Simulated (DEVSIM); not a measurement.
Structure: Al/Al2O3/SiO2/p-Si capacitor, at 300 K.

| layer (left to right) | material | thickness (nm) | Na (cm⁻³) |
|---|---|---|---|
| 1 | Al2O3 | 15.0 | - |
| 2 | SiO2 | 0.540 | - |
| 3 | Si | 12000 | 1.2e14 |

Metal gate on the left, work function 4.1 eV. Fixed charge at the semiconductor interface 0 cm⁻² (in units of +e); no interface traps.

The device is made up for the run: typed textbook-type constants, with dimensions and the other settings drawn at random. Values at 300 K.

| parameter | Al2O3 | SiO2 | Si |
|---|---|---|---|
| gap (eV) | 6.8 | 9 | 1.124 |
| affinity (eV) | 1.35 | 0.9 | 4.05 |
| permittivity | 9 | 3.9 | 11.7 |
| Nc (cm⁻³) | - | - | 2.86e19 |
| Nv (cm⁻³) | - | - | 3.1e19 |

DEVSIM, 1D Poisson equation in equilibrium, Boltzmann statistics, complete ionisation; no quantum confinement or tunnelling. Metal contacts follow the ideal Schottky-Mott rule: no Fermi-level pinning, no interface dipoles.

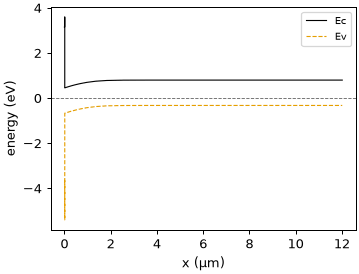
Figure: Band edges at -0.4 V on the gate

Energies count from the Fermi level of the right contact; mesh points crowd at the junctions.

```csv
x (μm),Ec (eV),Ev (eV),n (cm⁻³),p (cm⁻³),field (V/cm)
0.000,3.150,-3.650,< 1e2,< 1e2,4500
0.001780,3.151,-3.649,< 1e2,< 1e2,4500
0.005854,3.153,-3.647,< 1e2,< 1e2,4500
0.01150,3.155,-3.645,< 1e2,< 1e2,4500
0.01473,3.157,-3.643,< 1e2,< 1e2,4500
0.01541,3.607,-5.393,< 1e2,< 1e2,10000
0.01709,0.458,-0.666,5.8e11,2.0e8,3400
0.02420,0.460,-0.664,5.3e11,2.2e8,3400
0.04061,0.466,-0.658,4.3e11,2.7e8,3400
0.08448,0.481,-0.643,2.4e11,4.8e8,3300
0.2017,0.518,-0.606,5.7e10,2.1e9,3100
0.6935,0.648,-0.476,3.7e8,3.1e11,2200
1.829,0.785,-0.339,1900000,6.2e13,410
4.864,0.802,-0.322,970000,1.2e14,≈ 0
9.988,0.802,-0.322,970000,1.2e14,≈ 0
11.26,0.802,-0.322,970000,1.2e14,≈ 0
11.72,0.802,-0.322,970000,1.2e14,≈ 0
11.91,0.802,-0.322,970000,1.2e14,≈ 0
11.99,0.802,-0.322,970000,1.2e14,≈ 0
12.01,0.802,-0.322,970000,1.2e14,≈ 0
12.01,0.802,-0.322,970000,1.2e14,≈ 0
12.02,0.802,-0.322,970000,1.2e14,≈ 0
```
